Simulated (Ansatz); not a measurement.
**Single-point calculation, with input and output: Mg$_{3}$O$_{2}$ (charge +1)**

Mg$_{3}$O$_{2}$, charge +1, multiplicity 2, computed with UHF-CCSD(T), frozen core/def2-SVP (Ansatz 0.2.0).

The geometry comes from this level: PBE-D4/def2-SVP.

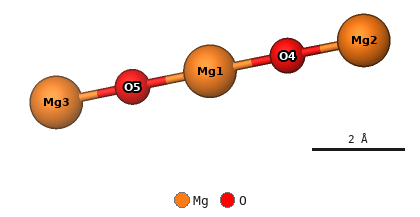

Figure 1. The input geometry (ball-and-stick view, seen at a tilt; atoms are numbered from 1 in the order of the input). Sticks mark near contacts. Bond lengths as drawn: Mg–O 1.80 to 1.83 Å.

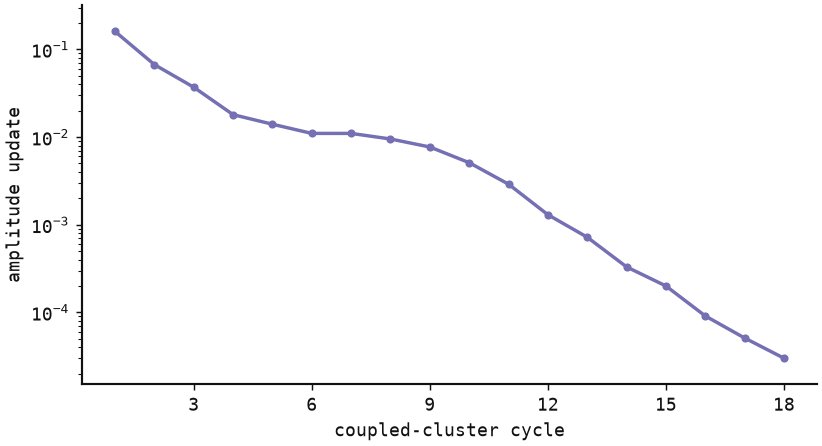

Figure 2. Convergence of the coupled-cluster equations: amplitude update against the coupled-cluster cycle. The residual falls almost steadily, with no more than small rises.

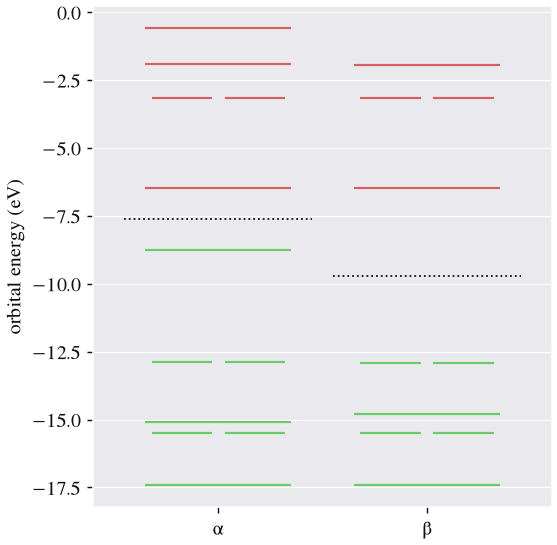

Figure 3. Orbital energies near the frontier for α and β spins; the dotted line parts filled from empty levels, and levels within 0.02 eV of each other stand side by side. α: highest filled −8.75 eV, lowest empty −6.49 eV, 2.26 eV apart; β: highest filled −12.93 eV, lowest empty −6.48 eV, 6.45 eV apart.

These pictures come from the run below.

## Input file
```yaml
crystal:
  periodic: [false, false, false]
  atoms:
    - {symbol: Mg, position_ang: [-0.000906, -0.000715, 0.001253]}
    - {symbol: Mg, position_ang: [0.050922, -3.153290, -1.779486]}
    - {symbol: Mg, position_ang: [-0.047888, 3.155282, 1.776030]}
    - {symbol: O, position_ang: [0.023573, -1.590476, -0.895798]}
    - {symbol: O, position_ang: [-0.025702, 1.589198, 0.898001]}
basis:
  gaussian: {orbitals: def2-SVP, initial_orbitals: start.molden}
total_charge: 1
magnetization: {spin_polarized: true, initial_magnetization: 1}
correlation: {method: ccsd_t}
scf: {omitted_lower_state_checks: [starts, cluster_reference]}
output: {orbitals: {seedname: orbitals}}
```

Launch command:
```bash
ansatz run in.yaml --threads 4 --pin off --events-out ev --progress --plain --max-ram 3916MiB
```

## The program's output
```
Functional definition: HF
  name "HF"
  cite "Fock, Z. Phys. 61, 126 (1930) doi:10.1007/BF01340294"
  parent pbe
  exchange = exact_x
  correlation = 0
these checks for a lower state are left out or cut short: starts, cluster_reference
704 factors; integrals over basis functions are off by at most 4.4e-4 eV
mean field evaluation 1: about -20355.9828 eV, gradient 1.2e1 eV
mean field evaluation 2: about -20356.5667 eV, gradient 7.1e-1 eV
mean field evaluation 4: about -20356.9266 eV, gradient 3.6e-2 eV
mean field evaluation 8: about -20357.0501 eV, gradient 5.3e-1 eV
mean field evaluation 16: about -20357.0555 eV, gradient 1.7e-6 eV
mean field -20357.05554029 eV, -748.1079925978 hartree, gradient 2.4e-6 eV, S^2 0.750979; 0 other end points of the search recorded, 0 dependent functions left out
5 core orbitals not correlated: weight in the atoms' cores, before any rotation towards them, 1.000 or more for the frozen orbitals, at most 0.000 for the correlated occupied ones
reference -20357.05554029 eV, -748.1079925978 hartree; 21, 20 occupied and 56, 57 virtual orbitals, 704 factors
second order -12.61453085 eV of doubles, -0.00000000 eV of singles
cycle   1  -11.85896867 eV  change    7.6e-1 eV  update   1.6e-1
cycle   2  -12.31029265 eV  change   -4.5e-1 eV  update   6.7e-2
cycle   3  -12.43923346 eV  change   -1.3e-1 eV  update   3.7e-2
cycle   4  -12.46652601 eV  change   -2.7e-2 eV  update   1.8e-2
cycle   5  -12.45891600 eV  change    7.6e-3 eV  update   1.4e-2
cycle   6  -12.45537264 eV  change    3.5e-3 eV  update   1.1e-2
cycle   7  -12.45681089 eV  change   -1.4e-3 eV  update   1.1e-2
cycle   8  -12.45943648 eV  change   -2.6e-3 eV  update   9.5e-3
cycle   9  -12.46226753 eV  change   -2.8e-3 eV  update   7.7e-3
cycle  10  -12.46233226 eV  change   -6.5e-5 eV  update   5.1e-3
cycle  11  -12.46734869 eV  change   -5.0e-3 eV  update   2.9e-3
cycle  12  -12.46549872 eV  change    1.8e-3 eV  update   1.3e-3
cycle  13  -12.46484533 eV  change    6.5e-4 eV  update   7.2e-4
cycle  14  -12.46494141 eV  change   -9.6e-5 eV  update   3.3e-4
cycle  15  -12.46458817 eV  change    3.5e-4 eV  update   2.0e-4
cycle  16  -12.46447152 eV  change    1.2e-4 eV  update   9.1e-5
cycle  17  -12.46445128 eV  change    2.0e-5 eV  update   5.1e-5
cycle  18  -12.46445034 eV  change    9.3e-7 eV  update   3.0e-5
perturbative correction -0.40159918 eV, -0.0147584976 hartree
Total energy: -20369.92158981 eV, -748.5808111968 hartree
Checks for a lower state left out: starts, cluster_reference
```

## Results in brief

```csv
quantity,value
outcome,converged
total energy,−20369.9216 eV
mean-field energy,−20357.0555 eV
CCSD correlation,−12.4645 eV
(T) correction,−0.4016 eV
T1 diagnostic,0.035
⟨S²⟩,0.751
SCF solution under orbital rotations,stable
HOMO (either spin),−8.75 eV
LUMO (either spin),−6.49 eV
hardware,"4 threads of Arm Neoverse V2, 23 GiB of memory available, shared host"
wall time,19 s (CPU time 71 s)
peak memory,0.7 GiB
```
